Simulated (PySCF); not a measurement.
**BHSClF (SMILES FB(S)Cl) at TPSSh/6-31G(d) (spherical functions)**

Aim: the vertical ionisation energy of BHSClF at TPSSh/6-31G* (spherical functions), from 2 runs. The job is set up through a Python script.

The calculation is run with PySCF 2.14.0.

## 1. The molecule

BHSClF has 5 atoms, charge 0, and is taken as a singlet. SMILES: `FB(S)Cl`. Geometry: relaxed at PBE0-D4/def2-TZVP. This is one conformer, not always the lowest.

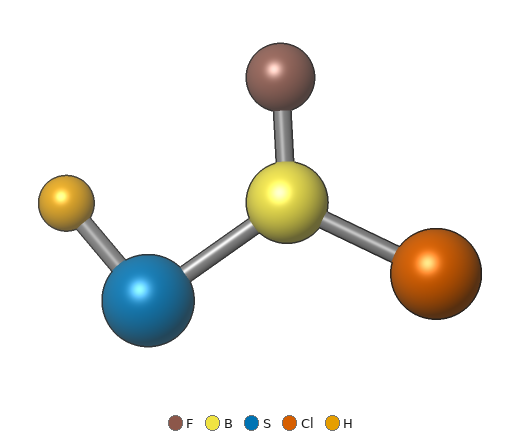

The structure, seen from a chosen angle (fluorine brown, boron yellow, sulfur blue, chlorine orange, hydrogen amber).

## 2. A single-point energy at TPSSh/6-31G(d) (spherical functions)

job.py

```python
from pyscf import gto, dft

molecule = gto.M(
    atom='''
F     -0.530000    -1.166500     0.714900
B     -0.425100    -0.151000    -0.119600
S      1.059600     0.851000    -0.211000
Cl    -1.776300     0.224400    -1.165000
H      1.721700     0.168500     0.739200
''',
    verbose=4,
    basis='6-31g*',
    max_memory=1860,
    charge=0,
)

myscf = dft.RKS(molecule, xc='tpssh')
myscf.conv_tol = 1e-10
myscf.grids.level = 5
myscf.kernel()
if not myscf.converged:
    myscf = myscf.newton().run(myscf.mo_coeff, myscf.mo_occ)

e_tot = myscf.e_tot
print('Final energy', e_tot)
```

Run with:

```bash
$ OMP_NUM_THREADS=1 python job.py
```

Log:

```text
PySCF version 2.14.0

[INPUT] num. atoms = 5
[INPUT] num. electrons = 48
[INPUT] charge = 0
[INPUT] spin (= nelec alpha-beta = 2S) = 0
[INPUT] symmetry False subgroup None
[INPUT] Mole.unit = angstrom
[INPUT] Symbol           X                Y                Z      unit          X                Y                Z       unit  Magmom
[INPUT]  1 F     -0.530000000000  -1.166500000000   0.714900000000 AA   -1.001554846019  -2.204365524305   1.350965206452 Bohr   0.0
[INPUT]  2 B     -0.425100000000  -0.151000000000  -0.119600000000 AA   -0.803322575553  -0.285348644809  -0.226011244498 Bohr   0.0
[INPUT]  3 S      1.059600000000   0.851000000000  -0.211000000000 AA    2.002353801589   1.608156932005  -0.398732212283 Bohr   0.0
[INPUT]  4 Cl    -1.776300000000   0.224400000000  -1.165000000000 AA   -3.356720515065   0.424054542352  -2.201530935118 Bohr   0.0
[INPUT]  5 H      1.721700000000   0.168500000000   0.739200000000 AA    3.253541468664   0.318418851989   1.396885551278 Bohr   0.0

nuclear repulsion = 184.437112438798
number of shells = 30
number of NR pGTOs = 160
number of NR cGTOs = 66
basis = 6-31g*
ecp = {}

******** <class 'pyscf.dft.rks.RKS'> ********
method = RKS
initial guess = minao
damping factor = 0
level_shift factor = 0
DIIS = <class 'pyscf.scf.diis.CDIIS'>
diis_start_cycle = 1
diis_space = 8
diis_damp = 0
SCF conv_tol = 1e-10
SCF conv_tol_grad = None
SCF max_cycles = 50
direct_scf = True
direct_scf_tol = 1e-13
XC library pyscf.dft.libxc version 7.0.0
    S. Lehtola, C. Steigemann, M. J.T. Oliveira, and M. A.L. Marques.,  SoftwareX 7, 1–5 (2018)
XC functionals = tpssh
radial grids:
    Treutler-Ahlrichs [JCP 102, 346 (1995); DOI:10.1063/1.469408] (M4) radial grids

becke partition: Becke, JCP 88, 2547 (1988); DOI:10.1063/1.454033
pruning grids: <function nwchem_prune>
grids dens level: 5
symmetrized grids: False
atomic radii adjust function: <function treutler_atomic_radii_adjust>
small_rho_cutoff = 0
Set gradient conv threshold to 1e-05
Initial guess from minao.
tot grids = 196672
init E= -984.17507485261
  HOMO = -0.309254671639422  LUMO = -0.0613488230213068  gap/eV = 6.74586
cycle= 1 E= -983.751482822278  delta_E= 0.424  |g|= 0.499  |ddm|= 2.36
  HOMO = -0.264206884230564  LUMO = -0.0292748043359254  gap/eV = 6.39283
cycle= 2 E= -983.680030618568  delta_E= 0.0715  |g|= 0.837  |ddm|= 1.04
  HOMO = -0.271079021686285  LUMO = -0.0269353317224614  gap/eV = 6.64349
cycle= 3 E= -983.797477348514  delta_E= -0.117  |g|= 0.079  |ddm|= 0.633
  HOMO = -0.28211460369887  LUMO = -0.0308686318762259  gap/eV = 6.83675
cycle= 4 E= -983.799166658489  delta_E= -0.00169  |g|= 0.0171  |ddm|= 0.122
  HOMO = -0.281874137160735  LUMO = -0.0331752285479796  gap/eV = 6.76744
cycle= 5 E= -983.799230106587  delta_E= -6.34e-05  |g|= 0.0085  |ddm|= 0.0303
  HOMO = -0.281494376272776  LUMO = -0.0318597416888982  gap/eV = 6.79290
cycle= 6 E= -983.799252221343  delta_E= -2.21e-05  |g|= 0.00113  |ddm|= 0.0122
  HOMO = -0.281412073885587  LUMO = -0.0318650296498064  gap/eV = 6.79052
cycle= 7 E= -983.799252592452  delta_E= -3.71e-07  |g|= 0.000188  |ddm|= 0.00172
  HOMO = -0.28142836341469  LUMO = -0.0318717899663845  gap/eV = 6.79078
cycle= 8 E= -983.799252602789  delta_E= -1.03e-08  |g|= 2.68e-05  |ddm|= 0.000335
  HOMO = -0.281424520493577  LUMO = -0.0318740656185978  gap/eV = 6.79061
cycle= 9 E= -983.799252603003  delta_E= -2.14e-10  |g|= 1.29e-05  |ddm|= 6.48e-05
  HOMO = -0.281426082369346  LUMO = -0.0318743040754677  gap/eV = 6.79065
cycle= 10 E= -983.799252603062  delta_E= -5.89e-11  |g|= 2.09e-06  |ddm|= 2.15e-05
  HOMO = -0.281425890610361  LUMO = -0.0318739435928626  gap/eV = 6.79065
Extra cycle  E= -983.799252603062  delta_E= -4.55e-13  |g|= 2.83e-06  |ddm|= 5.06e-06
converged SCF energy = -983.799252603062
Final energy -983.7992526030623
```

It took 12 s on 1 thread of Intel Xeon Platinum 8488C (Sapphire Rapids), shared host; peak memory 0.38 GiB.

## 3. The doublet cation at the same level

run.py

```python
from pyscf import gto, dft

mol = gto.M(
    atom='''
F     -0.530000    -1.166500     0.714900
B     -0.425100    -0.151000    -0.119600
S      1.059600     0.851000    -0.211000
Cl    -1.776300     0.224400    -1.165000
H      1.721700     0.168500     0.739200
''',
    max_memory=1860,
    verbose=3,
    charge=1,
    basis='6-31g*',
    spin=1,
)

mf = dft.UKS(mol)
mf.xc = 'tpssh'
mf.grids.level = 5
mf.conv_tol = 1e-10
mf.kernel()
if not mf.converged:
    mf = mf.newton().run(mf.mo_coeff, mf.mo_occ)

etot = mf.e_tot
print(f'total energy: {etot:.8f} hartree')
```

Run with:

```bash
$ OMP_NUM_THREADS=1 python run.py
```

Log:

```text
WARN: HOMO -0.309254671639421 >= LUMO -0.309254671639422

converged SCF energy = -983.409658805685  <S^2> = 0.75717398  2S+1 = 2.0071612
total energy: -983.40965881 hartree
```

It took 27 s on 1 thread of Intel Xeon Platinum 8488C (Sapphire Rapids), shared host; peak memory 0.4 GiB.

## 4. Results

At TPSSh/6-31G* (spherical functions):

| quantity | value |
| --- | --- |
| singlet BHSClF: total energy | -983.79925 Eh |
| singlet BHSClF: dipole moment | 1.45 D |
| singlet BHSClF: HOMO energy | -7.66 eV |
| singlet BHSClF: LUMO energy | -0.87 eV |
| singlet BHSClF: HOMO–LUMO gap | 6.79 eV |
| doublet cation: total energy | -983.40966 Eh |
| doublet cation: HOMO energy (highest over α and β) | -14.70 eV |
| doublet cation: LUMO energy (lowest over α and β) | -13.46 eV |
| doublet cation: ⟨S²⟩ | 0.757 |
| vertical ionisation energy (to the doublet cation) | 10.601 eV |

What this shows: The vertical ionisation energy comes to 10.60 eV (244 kcal/mol). −ε(HOMO) before ionisation, 7.66 eV, is 2.94 eV below this ionisation energy. Mulliken charges (singlet BHSClF) run from -0.21 on F1 to +0.33 on B2; they depend strongly on the basis. Mulliken charges (doublet cation) run from -0.15 on F1 to +0.44 on S3; they depend strongly on the basis.
